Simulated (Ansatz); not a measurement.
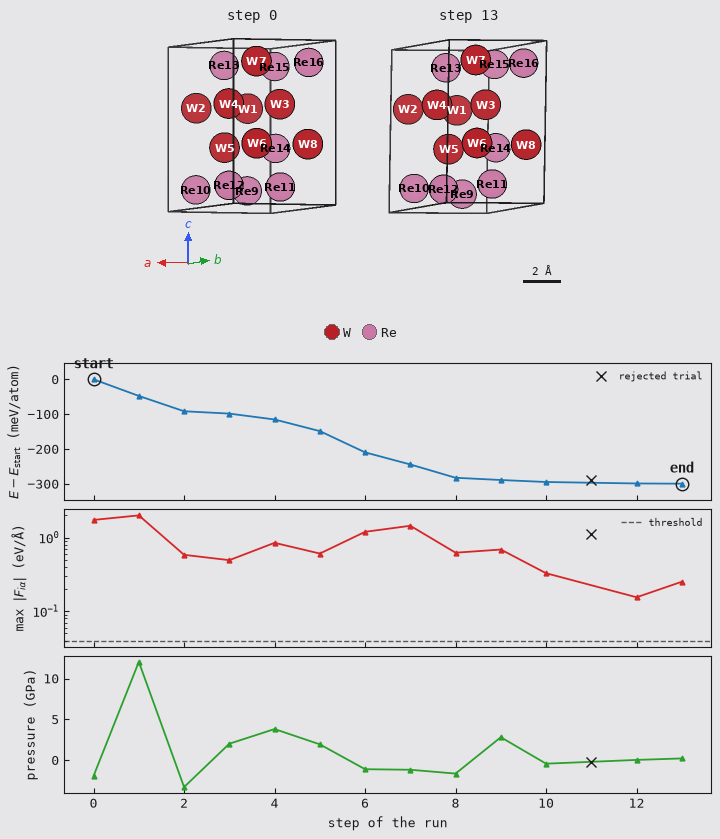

First and last geometry of a relaxation of crystalline ReW (a generated structure, set up in P1) (coarse preliminary run), with the history of the run. Style: spheres-only. Shown: the cell of the calculation, from a free direction.

Case: elements placed on the hcp lattice with like neighbours.

Level of theory: DFT r2SCAN, scalar-relativistic, plane waves, PAW (Ansatz 0.2.0). Set-up: plane-wave cutoff 500 eV; k-point mesh 3 × 3 × 2; occupations gaussian; smearing width 0.1 eV; mesh shifted by (0, 0, 0.5); no spin polarisation; cell and atoms relaxed; force threshold 0.04 eV/Å; at most 50 steps.

**Did the run converge, and what did it change?**

The run was cut off at its time limit before the relaxation converged, so the last structure is only a point on the way. W1 moves most relative to the cell: 0.51 Å along [1 −1 0]. By element the largest moves are W 0.51 Å, Re 0.30 Å. The drawn cell changes as follows: a = b 5.642 → 5.456 Å (−3.3 %), c 9.027 → 8.920 Å (−1.2 %), α 90.0° → 88.2°, β 90.0° → 91.8°, γ 120.0° → 112.0°; the volume changes by −1.2 %. Near-neighbour distances that change, for instance: W3–Re13 3.953 → 3.130 Å, W1–W6 3.959 → 3.143 Å, W2–Re16 3.933 → 3.130 Å, W4–Re14 3.938 → 3.164 Å. New bonds form, among them: W1–W6 (3.96 → 3.14 Å), W1–W7 (3.99 → 3.22 Å), W2–Re16 (3.93 → 3.13 Å), W2–W8 (3.94 → 3.21 Å). The space group (tolerance 0.01 Å) goes from P1 (No. 1) to Cm (No. 8). After 12 accepted moves (13 points after the start) the energy has fallen by 299 meV per atom. The largest force component goes from 1.7 to 0.25 eV/Å. The pressure goes from −1.92 to 0.22 GPa. The line search rejected the trial step at point 11 of the run.

```tsv
step	E − E(0), meV/atom	largest force component, eV/Å	pressure, GPa	volume, Å³/atom	note
0	0.00	1.7329	-1.92	15.550	
1	-47.55	1.9969	12.05	15.144	
2	-91.54	0.5827	-3.29	15.671	
3	-98.28	0.4932	2.02	15.477	
4	-115.13	0.8477	3.82	15.399	
5	-148.49	0.6063	1.94	15.390	
6	-209.45	1.1951	-1.10	15.457	
7	-244.16	1.4433	-1.17	15.467	
8	-282.32	0.6226	-1.64	15.434	
9	-288.75	0.6872	2.81	15.236	
10	-294.48	0.3281	-0.43	15.384	
11	-289.32	1.1254	-0.22	15.417	rejected
12	-298.68	0.1548	0.03	15.367	
13	-299.29	0.2515	0.22	15.371
```

Limits of the set-up: the k-point mesh is coarse for a cell with partly filled bands.
